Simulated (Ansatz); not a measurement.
**F3H5OSi2···HF: density, localisation and related maps**

The calculation's input:

```
crystal:
  periodic: [false, false, false]
  atoms:
    - {symbol: Si, position_ang: [-0.949012, 0.384023, 1.030319]}
    - {symbol: O, position_ang: [0.244404, -0.210064, -0.203238]}
    - {symbol: Si, position_ang: [0.027458, 0.032353, -1.901176]}
    - {symbol: F, position_ang: [-1.805257, 0.783212, -0.339242]}
    - {symbol: F, position_ang: [-0.643760, 1.883375, 1.461849]}
    - {symbol: H, position_ang: [-2.054890, -0.385330, 1.613940]}
    - {symbol: H, position_ang: [1.571033, -0.781412, 1.839064]}
    - {symbol: F, position_ang: [0.143431, -0.267296, 2.163438]}
    - {symbol: H, position_ang: [1.104195, -0.575566, 0.126856]}
    - {symbol: F, position_ang: [2.229195, -1.031184, 1.191905]}
    - {symbol: H, position_ang: [-0.048532, 1.470489, -2.201445]}
    - {symbol: H, position_ang: [1.298044, -0.537082, -2.412141]}
    - {symbol: H, position_ang: [-1.116211, -0.765621, -2.370130]}
basis:
  gaussian: {orbitals: def2-TZVPP}
hamiltonian: {xc: pbe0, dispersion: d4}
output: {orbitals: {seedname: orbitals}}
```

Command:

```sh
ansatz run in.yaml --threads 4 --pin off --events-out ev --progress --plain --max-ram 46080MiB --backend cuda --devices 0, --max-vram 37GiB
```

The product side of a reaction path; geometry: PBE0-D4/def2-TZVP; a saddle point, not a minimum.

Level of theory: Ansatz 0.2.0, RKS PBE0-D4/def2-TZVPP.

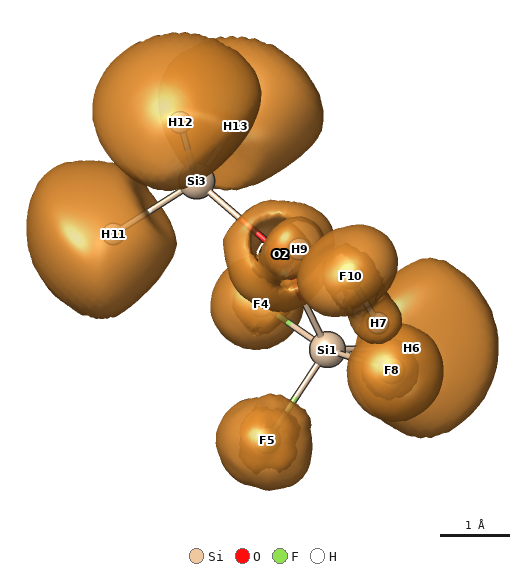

Figure 1. Isosurface of the ELF at 0.8 (orange), seen at an oblique angle. Core shells and regions of very low density are left out.

Describe the localisation domains.

The surface consists of four regions around hydrogen nuclei, three regions wrapped around F (its lone pairs, merged into a ring or cap), one joined region spread over several atoms (F, H), in which their bonds and any lone pairs are merged and one joined region spread over several atoms (H, O), in which their bonds and any lone pairs are merged. Along the contacts the grid gives the following. F8···H7 (1.55 Å): the ELF dips to about 0.20 between them: a closed-shell contact with the geometry of a hydrogen bond. Si–F (1.59 Å): the ELF peaks at about 0.85 in the valence shell of F, 0.6 Å from its nucleus, and is about 0.55 at the midpoint.

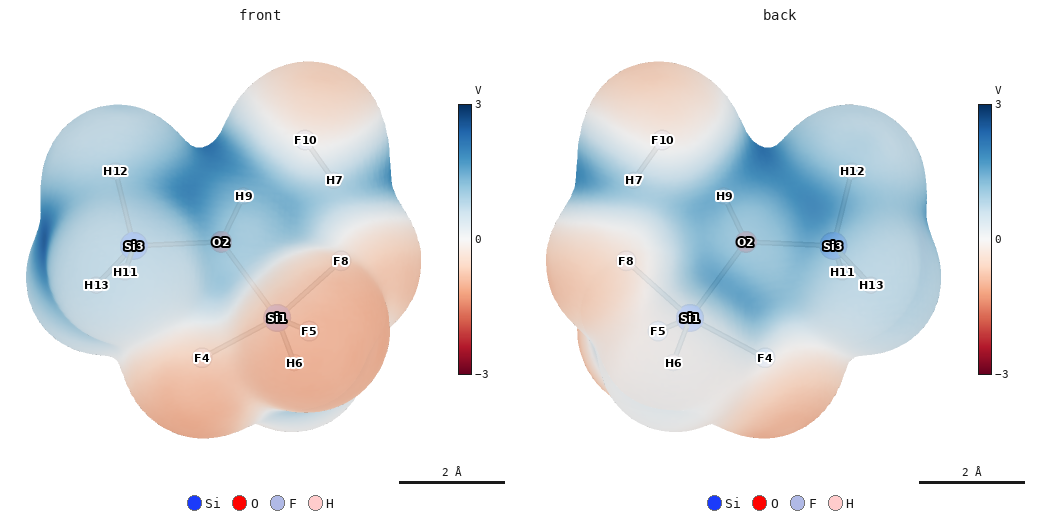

Figure 2. The electrostatic potential painted on the density surface at 0.002 e/bohr³, seen from the front and from behind; red is negative and blue positive.

Which sites attract a positive test charge, and which a negative one?

A positive charge is drawn to the negative regions and a negative charge to the positive ones. The most negative region (about −1.1 V, or −25 kcal/mol for a unit charge) lies over F4 and F5, the most positive (about +2.3 V, or +53 kcal/mol for a unit charge) over Si3.

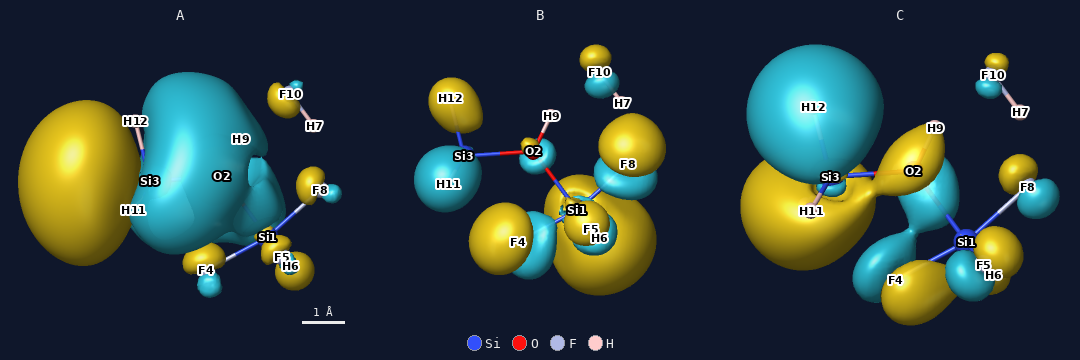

Figure 3. Three frontier orbitals at ±0.06 Å⁻³ᐟ² (yellow and cyan are the two phases), in no order.

Which picture is the HOMO−1, the HOMO and the LUMO?

C is the HOMO−1 (−10.38 eV). It lies mainly on Si3 (about 35 %), H12 (about 25 %), H13 (about 25 %) and F4 (about 5 %). B is the HOMO (−9.71 eV). By Hirshfeld shares it lies mainly on H6 (about 35 %), Si1 (about 25 %), F4 (about 20 %) and F8 (about 10 %). A is the LUMO (−0.70 eV). By Hirshfeld shares it lies mainly on Si3 (about 55 %), O2 (about 10 %), H13 (about 5 %), H12 (about 5 %) and H11 (about 5 %).

What is the HOMO–LUMO gap?

9.01 eV between the orbital energies.

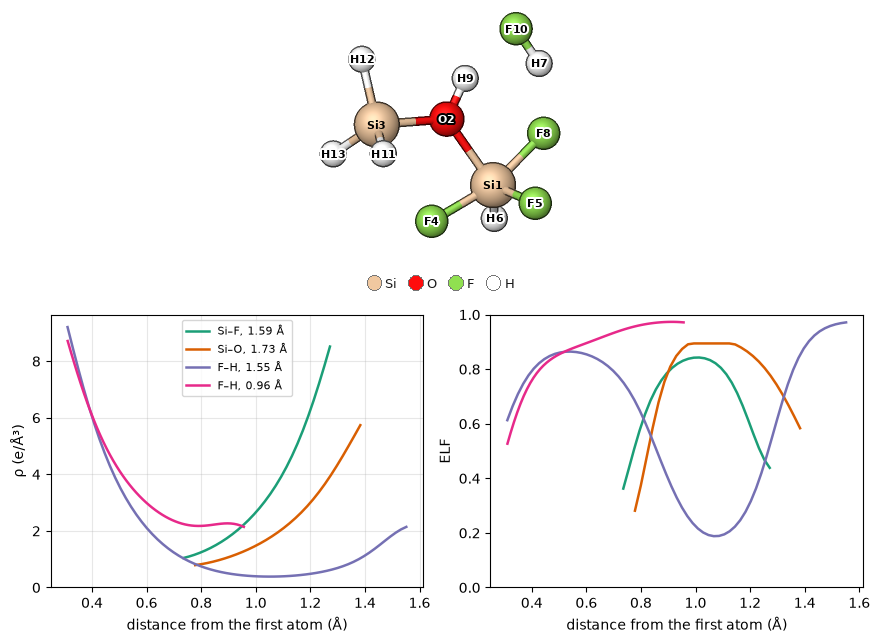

Figure 4. Electron density and electron localisation function along straight lines between neighbouring atoms. The curves leave out the atomic cores. The structure is drawn too.

What can be read from the curves?

Si–F (1.59 Å): the density is about 1.2 e/Å³ at the midpoint; the ELF peaks at about 0.85 in the valence shell of F, 0.6 Å from its nucleus, and is about 0.55 at the midpoint.
Si–O (1.73 Å): ρ at the midpoint is about 0.97 e/Å³; the ELF peaks at about 0.90 between the atoms (a shared but strongly polarised pair).
F8···H7 (1.55 Å): the density falls to about 0.39 e/Å³ on the way; the ELF dips to about 0.20 between them: by its geometry a hydrogen bond between the two molecules, with no shared pair.
F–H (0.96 Å): ρ at the midpoint is about 4.5 e/Å³; the ELF climbs to about 1 towards the hydrogen, as it does in any bond to H; an ordinary covalent bond to hydrogen.
